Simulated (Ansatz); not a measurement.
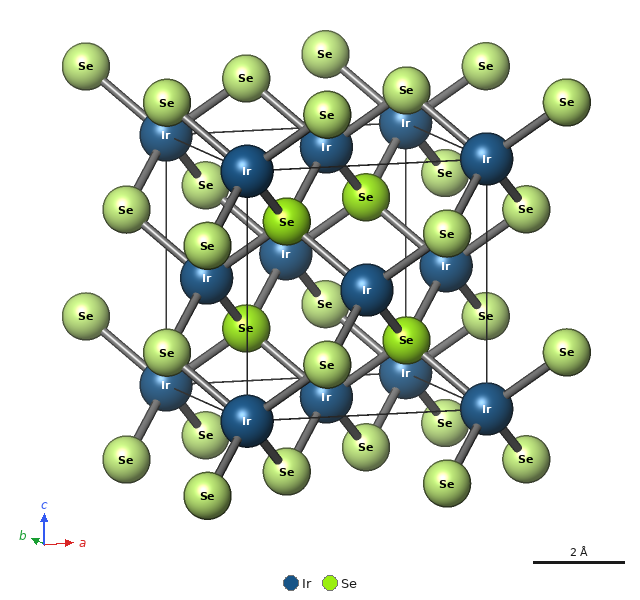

Ball-and-stick representation of a periodic structure, projected slightly off an axis. The parallelepiped is the conventional unit cell. Atoms of adjacent cells appear where they bond to atoms in the box, in fainter colours.

IrSe, zinc blende (sphalerite type), space group F-43m (No. 216), a = 5.564 Å, b = 5.564 Å, c = 5.564 Å, α = 90.00°, β = 90.00°, γ = 90.00°. The initial geometry was a structure type filled with these elements by a generator (whether the compound takes this form wasn't checked). Earlier steps of the study, as a rule a relaxation of our own, may have changed the cell and positions, so they can lie some per cent off the listed ones. Ansatz was used for an electronic-structure calculation on it.

This one geometry was computed with Ansatz (DFT, plane waves, PAW) at five levels of theory: PBEsol, LDA, r2SCAN, PBE and PBE with spin-orbit coupling.

Which level gives the highest pressure at this volume, and what does that say about its equilibrium volume?

Highest: PBE with spin-orbit coupling (0.6 GPa), which points to the largest equilibrium volume. Lowest, with the smallest volume: LDA (-7.5 GPa). Levels within 0.5 GPa of each other can't be told apart.

How does the band gap change with the level of theory?

All levels give a metal.

Collect the results in a table.

| level | cutoff (eV) | k-mesh of the run's cell | gap (eV) | pressure (GPa) |
| --- | --- | --- | --- | --- |
| PBEsol | 420 | 10×10×10 | metal | -5.0 |
| LDA | 420 | 10×10×10 | metal | -7.5 |
| r2SCAN | 500 | 10×10×10 | metal | -3.4 |
| PBE | 420 | 10×10×10 | metal | 0.0 |
| PBE with spin-orbit coupling | 420 | 10×10×10 | metal | 0.6 |

Gaps are taken on the k-mesh or band path of each run.
